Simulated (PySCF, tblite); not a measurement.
# C₅H₁₀F₃NSi: geometry, infrared bands and NMR shifts

Wanted: the infrared bands and NMR shifts of C₅H₁₀F₃NSi (`FC(F)(F)[C@@H]1CCCN1[SiH3]`), by calculation.

The runs use tblite 0.8.0 and PySCF 2.14.0, with density-fitted response routines of our own; the level of theory stands in each step. All values are computed, except where a source is named. Atoms count from 0, in the outputs and in this text.

## (1) The starting structure

20 atoms, charge 0, multiplicity 1; geometry from: force field or distance geometry start.

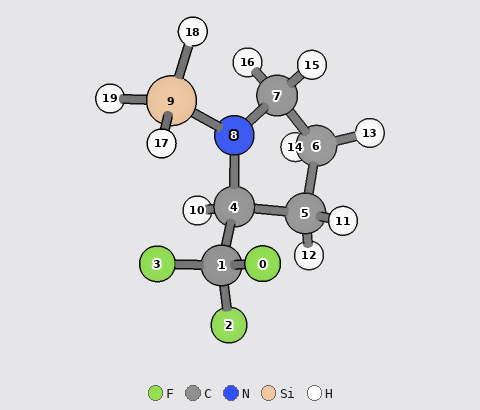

The starting geometry (fluorine green, carbon grey, nitrogen blue, silicon light orange, hydrogen white), atoms numbered; sticks join atoms by distance.

## (2) Optimising the geometry with GFN2-xTB

The job: settings as JSON, then the geometry in Å.

```
{"job": {"kind": "relax", "xc": "GFN2-xTB", "basis": "xTB"}, "charge": 0, "multiplicity": 1}
F     -1.827800    -1.568500    -1.182700
C     -1.706200    -1.292900     0.125400
F     -2.912000    -0.942700     0.608200
F     -1.363000    -2.439600     0.754000
C     -0.667500    -0.179200     0.411600
C     -1.147500     1.132300    -0.220200
C      0.081100     2.022300    -0.143100
C      1.259500     1.066000    -0.283500
N      0.723900    -0.304600    -0.140800
Si     1.715200    -1.677400     0.052300
H     -0.597700    -0.050000     1.492000
H     -1.439000     0.987600    -1.263900
H     -1.997400     1.568300     0.328700
H      0.077700     2.795600    -0.912200
H      0.117400     2.518800     0.842500
H      1.710600     1.182200    -1.263800
H      2.013800     1.295800     0.472900
H      0.978600    -2.854700    -0.462500
H      2.961300    -1.443900    -0.717400
H      2.013700    -1.804900     1.499300
```

Run with:

```
$ OMP_NUM_THREADS=1 python probes_run.py task.json out
```

This one command runs all jobs of the session in turn.

Log:

```text
step      E/eV     max force
  0    -944.30816    1.845
  1    -944.39958    0.751
  2    -944.43296    0.499
  3    -944.45709    0.335
  4    -944.47106    0.328
  5    -944.48428    0.333
  6    -944.49388    0.236
  7    -944.49948    0.156
  8    -944.50256    0.158
  9    -944.50541    0.209
 10    -944.50883    0.235
 11    -944.51259    0.209
 12    -944.51606    0.141
 13    -944.51901    0.127
 14    -944.52177    0.131
 15    -944.52458    0.139
 16    -944.52702    0.132
 17    -944.52882    0.148
 18    -944.53036    0.133
 19    -944.53201    0.099
 20    -944.53375    0.096
 21    -944.53534    0.085
 22    -944.53679    0.110
 23    -944.53841    0.113
 24    -944.54046    0.118
 25    -944.54255    0.122
 26    -944.54411    0.085
 27    -944.54516    0.069
 28    -944.54601    0.066
 29    -944.54695    0.077
 30    -944.54785    0.070
 31    -944.54855    0.051
 32    -944.54910    0.055
 33    -944.54975    0.059
 34    -944.55055    0.059
 35    -944.55141    0.066
 36    -944.55224    0.070
 37    -944.55306    0.065
 38    -944.55386    0.069
 39    -944.55452    0.071
 40    -944.55500    0.054
 41    -944.55533    0.038
 42    -944.55559    0.036
 43    -944.55584    0.042
 44    -944.55606    0.043
 45    -944.55628    0.039
 46    -944.55652    0.037
 47    -944.55683    0.036
 48    -944.55725    0.049
 49    -944.55777    0.059
 50    -944.55852    0.070
 51    -944.55939    0.066
 52    -944.56028    0.075
 53    -944.56125    0.081
 54    -944.56258    0.086
 55    -944.56442    0.140
 56    -944.56666    0.159
 57    -944.56908    0.164
 58    -944.57139    0.135
 59    -944.57320    0.197
 60    -944.57613    0.116
 61    -944.57970    0.091
 62    -944.58326    0.133
 63    -944.58624    0.185
 64    -944.58960    0.152
 65    -944.59304    0.141
 66    -944.59565    0.106
 67    -944.59689    0.096
 68    -944.59820    0.073
 69    -944.59955    0.068
 70    -944.60161    0.111
 71    -944.60380    0.106
 72    -944.60605    0.099
 73    -944.60826    0.084
 74    -944.61073    0.112
 75    -944.61366    0.123
 76    -944.61692    0.139
 77    -944.62022    0.120
 78    -944.62351    0.105
 79    -944.62693    0.135
 80    -944.63021    0.122
 81    -944.63224    0.133
 82    -944.63368    0.123
 83    -944.63582    0.128
 84    -944.63813    0.086
 85    -944.64167    0.118
 86    -944.64481    0.108
 87    -944.64741    0.086
 88    -944.64861    0.091
 89    -944.65012    0.080
 90    -944.65150    0.084
 91    -944.65346    0.075
 92    -944.65495    0.076
 93    -944.65627    0.083
 94    -944.65769    0.094
 95    -944.65944    0.102
 96    -944.66163    0.114
 97    -944.66392    0.129
 98    -944.66580    0.145
 99    -944.66778    0.084
100    -944.66940    0.079
101    -944.67054    0.077
102    -944.67164    0.086
103    -944.67334    0.084
104    -944.67527    0.075
105    -944.67704    0.105
106    -944.67814    0.115
107    -944.67874    0.099
108    -944.67978    0.066
109    -944.68054    0.051
110    -944.68112    0.041
111    -944.68151    0.046
112    -944.68195    0.044
113    -944.68229    0.044
114    -944.68271    0.034
115    -944.68298    0.033
116    -944.68325    0.036
117    -944.68353    0.036
118    -944.68383    0.036
119    -944.68414    0.041
120    -944.68447    0.046
121    -944.68488    0.046
122    -944.68539    0.055
123    -944.68597    0.062
124    -944.68656    0.057
125    -944.68715    0.049
126    -944.68773    0.055
127    -944.68827    0.053
128    -944.68869    0.039
129    -944.68897    0.030
130    -944.68917    0.030
131    -944.68932    0.026
132    -944.68943    0.022
133    -944.68951    0.018
134    -944.68957    0.016
135    -944.68962    0.015
136    -944.68966    0.013
137    -944.68970    0.013
138    -944.68974    0.011
139    -944.68976    0.008
```

It took 1.2 s on 1 thread of Arm Neoverse V1, shared host.

The steps of the relaxation: (not every step is listed)

```csv
step,energy from step 0 (eV),largest force (eV/Å)
0,0.0000,1.8452
1,-0.0914,0.7506
2,-0.1248,0.4989
3,-0.1489,0.3349
4,-0.1629,0.3284
5,-0.1761,0.3330
6,-0.1857,0.2359
7,-0.1913,0.1557
8,-0.1944,0.1582
20,-0.2256,0.0964
32,-0.2409,0.0546
44,-0.2479,0.0430
56,-0.2585,0.1586
68,-0.2900,0.0727
80,-0.3220,0.1217
92,-0.3468,0.0756
104,-0.3671,0.0750
116,-0.3751,0.0361
128,-0.3805,0.0392
134,-0.3814,0.0157
135,-0.3815,0.0149
136,-0.3815,0.0127
137,-0.3815,0.0132
138,-0.3816,0.0110
139,-0.3816,0.0081
```

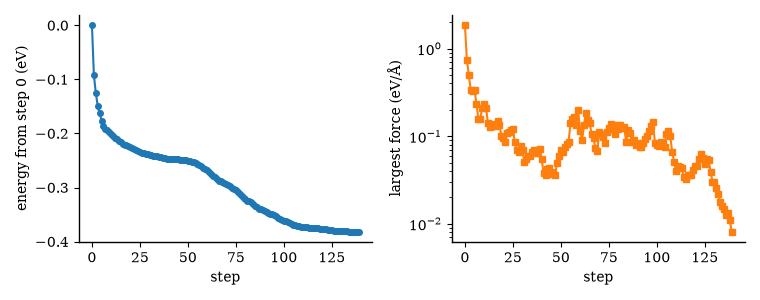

Energy and force, step by step.

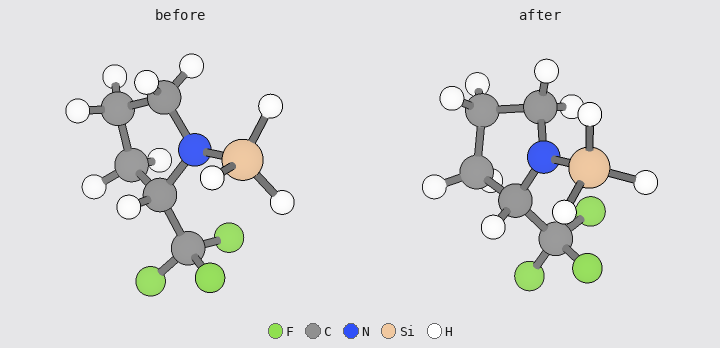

The geometry before (left) and after (right).

Close pairs (by a distance rule), those that changed most:

```
   bond  before (Å)  after (Å)  change (Å)
  C4–N8       1.502      1.435      -0.067
  C7–N8       1.478      1.447      -0.031
Si9–H19       1.483      1.461      -0.022
Si9–H18       1.483      1.462      -0.021
  C1–C4       1.550      1.532      -0.018
 N8–Si9       1.704      1.721      +0.017
 C5–H12       1.102      1.087      -0.014
Si9–H17       1.481      1.467      -0.014
```

The final coordinates are the input of the step that follows.

## (3) Infrared spectrum with GFN2-xTB

The job: settings as JSON, then the geometry in Å.

```
{"job": {"kind": "ir", "xc": "GFN2-xTB", "basis": "xTB"}, "charge": 0, "multiplicity": 1}
F     -1.343424    -1.128482    -1.503061
C     -1.502857    -1.189817    -0.173833
F     -2.819423    -1.038475     0.057880
F     -1.203156    -2.446224     0.188808
C     -0.662189    -0.151106     0.575244
C     -1.141682     1.270915     0.215193
C      0.133207     1.988581    -0.235768
C      0.993541     0.836713    -0.747971
N      0.722359    -0.218869     0.203886
Si     1.734011    -1.583702     0.481101
H     -0.782815    -0.387625     1.639474
H     -1.861220     1.224913    -0.603074
H     -1.618510     1.758342     1.062202
H     -0.060884     2.741651    -0.995636
H      0.622391     2.459413     0.616946
H      0.689102     0.552812    -1.764515
H      2.059281     1.061443    -0.752722
H      1.608977    -2.654476    -0.513594
H      3.083015    -1.021685     0.441325
H      1.345129    -2.063644     1.805079
```

Log:

```text
mode    cm-1     km/mol
  1      36.4      0.34
  2      75.6      0.70
  3      93.8      2.82
  4     145.2      1.68
  5     176.2      0.70
  6     212.0      0.26
  7     230.5      0.50
  8     269.9      4.19
  9     325.5      5.38
 10     390.4     10.91
 11     458.3      2.41
 12     471.3      9.05
 13     526.2      2.40
 14     568.5     67.66
 15     604.5     25.23
 16     610.2     44.30
 17     618.1     53.42
 18     741.7    178.29
 19     760.6     29.54
 20     801.7    185.48
 21     815.3    190.83
 22     838.6    143.55
 23     880.1     24.32
 24     931.8     10.83
 25     982.6     10.76
 26    1001.9     12.92
 27    1049.4    183.21
 28    1060.3    289.28
 29    1072.5     16.42
 30    1099.8      0.81
 31    1121.7    160.62
 32    1166.4     66.85
 33    1183.2     59.49
 34    1191.1     46.71
 35    1208.7     54.44
 36    1213.6     13.37
 37    1274.9     23.52
 38    1279.2     28.91
 39    1307.3     29.47
 40    1313.6      1.17
 41    1321.5     33.01
 42    1471.2      0.89
 43    1483.6      1.70
 44    1494.1      0.43
 45    2224.5    357.15
 46    2270.1    167.68
 47    2280.8    346.91
 48    2880.6     52.36
 49    2912.4     28.29
 50    2992.8      1.11
 51    3000.3     22.38
 52    3006.8     57.10
 53    3027.8     28.58
 54    3029.9     29.93
```

Wall time 0.88 s (1 thread of Arm Neoverse V1, shared host).

Which atoms move in the most intense modes:

```
cm⁻¹  km/mol               atoms
 742   178.3  H19 48 %, H18 40 %
 802   185.5  H17 45 %, H19 36 %
 815   190.8  H18 35 %, H17 32 %
1049   183.2    C1 42 %, F3 10 %
1060   289.3    C1 70 %, F2 19 %
2224   357.1            H17 91 %
2270   167.7  H18 80 %, H19 13 %
2281   346.9  H19 82 %, H18 13 %
```

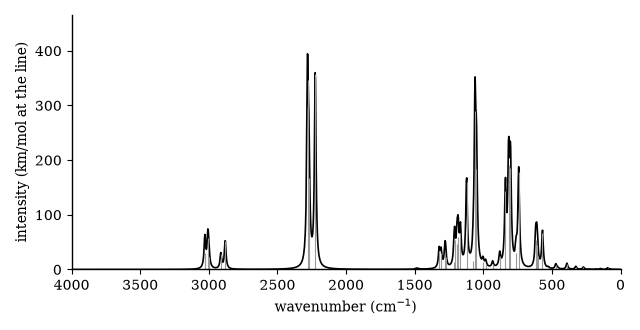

The infrared spectrum from these modes, unscaled. Lines are broadened to a width of 14 cm⁻¹ (Lorentzian).

## (4) Nuclear shieldings: PBE0/pcSseg-1

Settings changed since step 3:

```diff
@@ -1,2 +1,2 @@
-{"job": {"kind": "ir", "xc": "GFN2-xTB", "basis": "xTB"}, "charge": 0, "multiplicity": 1}
+{"job": {"kind": "nmr", "xc": "PBE0", "basis": "pcSseg-1"}, "charge": 0, "multiplicity": 1}
 F     -1.343424    -1.128482    -1.503061
```

Method: GIAO PBE0/pcSseg-1 NMR shielding, non-relativistic, gas phase.

Log:

```text
coarse grid: 17576 points
cycle   1  E = -839.3661278544  dE =  1.475e+00  |g| = 8.997e-01  |ddm| = 3.999e+00
cycle   2  E = -839.2285563689  dE =  1.376e-01  |g| = 1.324e+00  |ddm| = 1.211e+00
cycle   3  E = -839.5073499967  dE = -2.788e-01  |g| = 5.353e-02  |ddm| = 7.379e-01
cycle   4  E = -839.5076840294  dE = -3.340e-04  |g| = 3.428e-02  |ddm| = 6.428e-02
cycle   5  E = -839.5079294535  dE = -2.454e-04  |g| = 8.164e-03  |ddm| = 3.280e-02
cycle   6  E = -839.5079420317  dE = -1.258e-05  |g| = 1.909e-03  |ddm| = 7.943e-03
cycle   7  E = -839.5079426647  dE = -6.330e-07  |g| = 5.909e-04  |ddm| = 2.125e-03
final grid: 167496 points
cycle   8  E = -839.5862400540  dE = -6.585e-05  |g| = 9.144e-03  |ddm| = 3.724e-02
cycle   9  E = -839.5862234522  dE =  1.660e-05  |g| = 1.294e-02  |ddm| = 1.952e-02
cycle  10  E = -839.5862594900  dE = -3.604e-05  |g| = 9.897e-04  |ddm| = 1.148e-02
cycle  11  E = -839.5862596501  dE = -1.601e-07  |g| = 4.027e-04  |ddm| = 1.017e-03
cycle  12  E = -839.5862596814  dE = -3.127e-08  |g| = 8.698e-05  |ddm| = 3.803e-04
cycle  13  E = -839.5862596826  dE = -1.276e-09  |g| = 2.810e-05  |ddm| = 9.580e-05
cycle  14  E = -839.5862596828  dE = -1.305e-10  |g| = 6.460e-06  |ddm| = 2.412e-05
converged SCF energy = -839.5862596828

GIAO shielding tensors (ppm)
atom      isotropic    diamagn.    paramagn.     s11        s22        s33       span
  0 F      276.184     476.382    -200.198    201.869    273.430    353.252    151.383
  1 C       50.046     246.047    -196.002     41.504     49.844     58.789     17.285
  2 F      257.913     472.464    -214.551    174.248    255.179    344.311    170.063
  3 F      256.077     474.652    -218.575    171.702    260.856    335.674    163.972
  4 C      121.409     247.294    -125.885     96.331    122.034    145.863     49.533
  5 C      156.431     249.754     -93.323    124.640    170.563    174.090     49.449
  6 C      155.887     248.270     -92.384    131.506    161.548    174.606     43.100
  7 C      133.014     244.815    -111.802    101.674    130.032    167.336     65.662
  8 N      230.782     329.362     -98.579    175.412    255.727    261.208     85.796
  9 Si     404.440     881.339    -476.899    364.440    376.668    472.211    107.771
 10 H       27.958      31.571      -3.614     25.140     25.941     32.791      7.651
 11 H       29.693      30.778      -1.085     24.046     30.045     34.987     10.941
 12 H       29.432      29.950      -0.518     24.222     27.322     36.752     12.530
 13 H       29.875      29.171       0.704     25.215     26.720     37.690     12.475
 14 H       29.959      30.171      -0.212     24.932     27.356     37.587     12.655
 15 H       28.517      30.601      -2.084     23.760     26.889     34.902     11.141
 16 H       28.612      30.331      -1.719     23.400     27.233     35.202     11.802
 17 H       26.907      29.679      -2.772     22.715     25.377     32.629      9.914
 18 H       27.089      30.137      -3.048     22.965     25.466     32.838      9.873
 19 H       27.053      30.284      -3.231     23.762     24.946     32.450      8.688
```

Wall time 67 s (1 thread of Arm Neoverse V1, shared host); peak memory 1 GiB.

The references, computed at this level on geometries of the same kind, shield at (ppm): 1H TMS 31.72, 13C TMS 186.9, 29Si TMS 349.2, 19F CFCl3 170.9, 15N NH3 267.7. Their shielding less the atom's gives the shift. The references are single molecules in the gas phase, so shifts against H2O, NH3, PH3, H3PO4 or CFCl3 are not on the usual liquid scales and can be off by tens of ppm. Atoms listed in one row are averaged.

| atoms | environment | σ (ppm) | δ (ppm) | δ scaled to CDCl3 |
| --- | --- | --- | --- | --- |
| C1 | CF3 carbon | 50.0 | 136.9 | 131.7 |
| C4 | sp3 CH bonded to N | 121.4 | 65.5 | 62.0 |
| C7 | sp3 CH2 bonded to N | 133.0 | 53.9 | 50.7 |
| C6 | sp3 CH2 in a ring | 155.9 | 31.0 | 28.4 |
| C5 | sp3 CH2 in a ring | 156.4 | 30.5 | 27.8 |
| H17, H18, H19 | hydrogen on a silicon bonded to N | 27.02 | 4.70 | – |
| H10 | hydrogen on an sp3 CH bonded to N | 27.96 | 3.76 | 3.65 |
| H15 | hydrogen on an sp3 CH2 bonded to N | 28.52 | 3.20 | 3.12 |
| H16 | hydrogen on an sp3 CH2 bonded to N | 28.61 | 3.11 | 3.03 |
| H12 | hydrogen on an sp3 CH2 in a ring | 29.43 | 2.29 | 2.26 |
| H11 | hydrogen on an sp3 CH2 in a ring | 29.69 | 2.02 | 2.01 |
| H13 | hydrogen on an sp3 CH2 in a ring | 29.88 | 1.84 | 1.84 |
| H14 | hydrogen on an sp3 CH2 in a ring | 29.96 | 1.76 | 1.76 |
| F0, F2, F3 | fluorine of a CF3 group | 263.4 | -92.4 | – |
| N8 | nitrogen bonded to 2 C, Si, in a 5-membered ring | 230.8 | 36.9 | – |
| Si9 | silicon bonded to N, 3 H | 404.4 | -55.3 | – |

The scaled column applies a straight-line fit of computed shieldings to shifts measured in CDCl3, and one for carbons that bear F (root-mean-square error 0.16 ppm for H, 1.9 ppm for C).

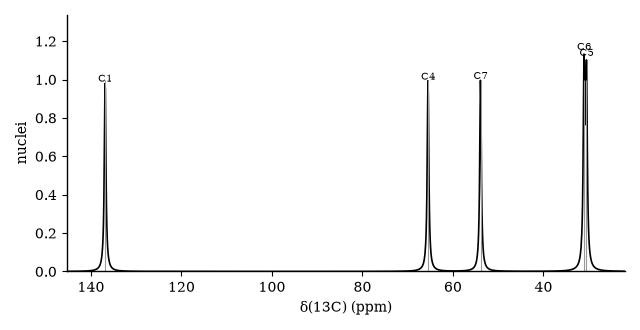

13C lines at the computed shifts, without couplings. Lines are broadened to a width of 0.43 ppm (Lorentzian).

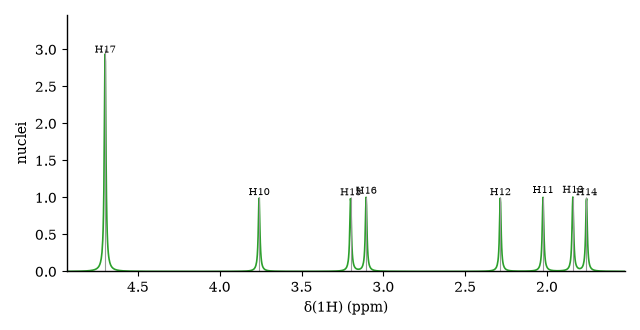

1H lines at the computed shifts, without couplings. Lines are broadened to a width of 0.01 ppm (Lorentzian).

The run also stored atomic charges by several schemes (e):

```csv
atoms,Mulliken,IAO,Hirshfeld,ESP fit
"F0, F2, F3",-0.27,-0.28,-0.09,-0.17
C1,0.85,0.78,0.25,0.44
C4,-0.10,-0.05,-0.01,0.01
C5,-0.20,-0.27,-0.07,-0.10
C6,-0.20,-0.26,-0.07,-0.10
C7,0.04,-0.15,-0.03,-0.04
N8,-0.80,-0.52,-0.18,-0.34
Si9,0.64,0.74,0.33,0.44
```

Mulliken charges:

F0 -0.27; C1 0.85; F2 -0.28; F3 -0.27; C4 -0.10; C5 -0.20; C6 -0.20; C7 0.04; N8 -0.80; Si9 0.64; H10 0.15; H11 0.14; H12 0.14; H13 0.12; H14 0.12; H15 0.12; H16 0.13; H17 -0.09; H18 -0.12; H19 -0.11

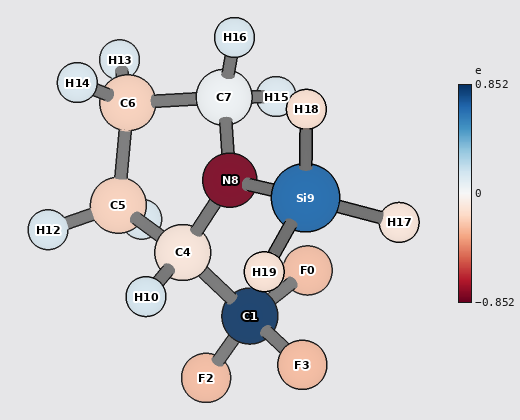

Mulliken charges, as colours on the atoms.

Mayer bond orders: F0–C1 0.99, C1–F2 0.99, C1–F3 0.97, C1–C4 0.96, C4–C5 0.99, C5–C6 1.05, C6–C7 1.02, C7–N8 0.92, N8–Si9 0.93, N8–C4 0.95.

Ring of atoms C4, C5, C6, C7, N8: NICS(0) -7.5, NICS(1) -3.9, NICS(1)zz -5.6 ppm (means of both faces).

The fields below are evaluated on a grid from the run's orbitals.

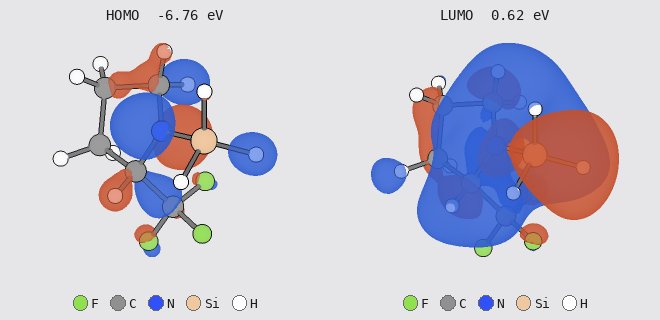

Frontier orbitals at PBE0/pcSseg-1; each surface holds 70 % of the orbital's density, blue and red mark the sign.

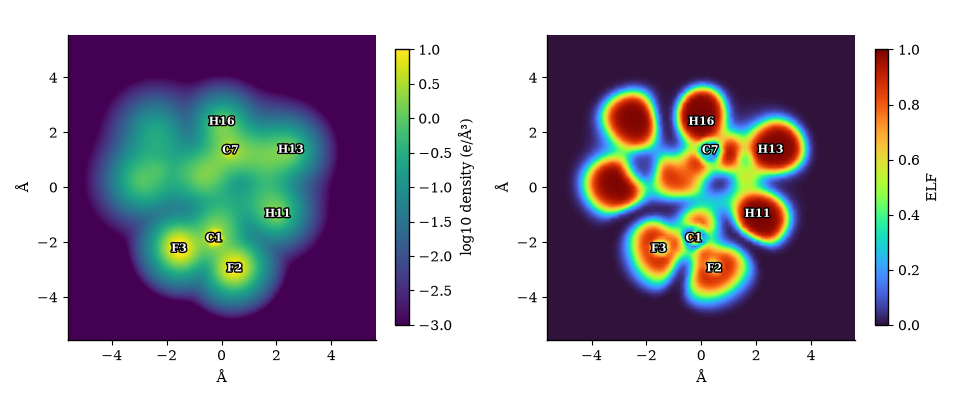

Density (left) and ELF (right) in a plane through or near 7 of the atoms.

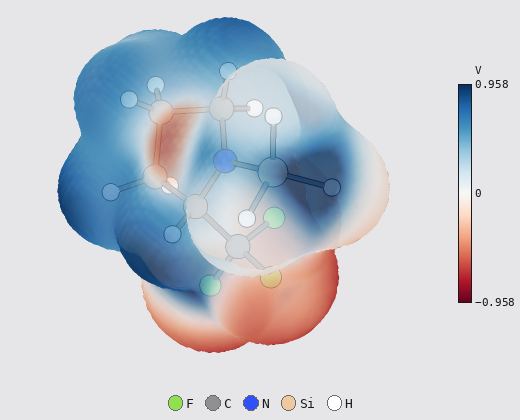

Electrostatic potential on the surface of density 0.002 e/bohr³; red is low, blue high. It runs, from the 1st to the 99th percentile, from -0.66 V near F3 to 0.96 V near H17.

## (5) Outcome

```
                                                                 quantity                                               value
                                strongest single infrared mode (GFN2-xTB)                               2224 cm⁻¹, 357 km/mol
                                             zero-point energy (GFN2-xTB)                                       90.8 kcal/mol
                                   13C shifts against TMS (PBE0/pcSseg-1)                   136.9, 65.5, 53.9, 31.0, 30.5 ppm
   1H shifts against TMS (PBE0/pcSseg-1, means over atoms taken as alike)  4.70, 3.76, 3.20, 3.11, 2.29, 2.02, 1.84, 1.76 ppm
19F shifts against CFCl3 (PBE0/pcSseg-1, means over atoms taken as alike)                                           -92.4 ppm
                                   15N shifts against NH3 (PBE0/pcSseg-1)                                            36.9 ppm
                                  29Si shifts against TMS (PBE0/pcSseg-1)                                           -55.3 ppm
                                    surface potential, 1st and 99th percentile                                  -0.66 V and 0.96 V
```

**Reading.** Relaxing lowered the energy by 0.382 eV in 139 steps; the close pair that moved most is C4–N8, from 1.502 to 1.435 Å. All 54 modes are real, so the xTB geometry is a minimum. The strongest single mode, at 2224 cm⁻¹, moves mainly H17. Unscaled tight-binding wavenumbers are off by several per cent, some by more. Its intensities can rank the bands wrongly. At PBE0/pcSseg-1: The widest tensor belongs to F0, F2, F3: span 162 ppm, with a paramagnetic part of -211 ppm.
